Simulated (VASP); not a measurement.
Band structure of Cu₂O (cuprite). Calculation: TPSS meta-GGA, VASP's PBE PAW potentials (set 64) (plane waves; VASP).

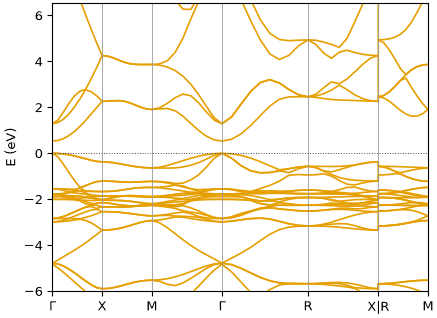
Figure: Bands along high-symmetry lines, zero at the valence-band maximum or, without a gap, the Fermi level

Task: Read the plot: is there a gap, and where are the band edges?

Result: The gap is direct, 0.53 eV, from the valence maximum at Γ to the conduction minimum at Γ.

Measured: gap 2.20 eV (computed value off by -1.67 eV), as given by Wei Chen et al., Physical Review Materials (2018), doi:10.1103/physrevmaterials.2.073803 [zero-point renormalisation of 0.03 eV added back (the table's ZPR column)].

The compound is Cu2O in the cuprite structure. It was relaxed first.
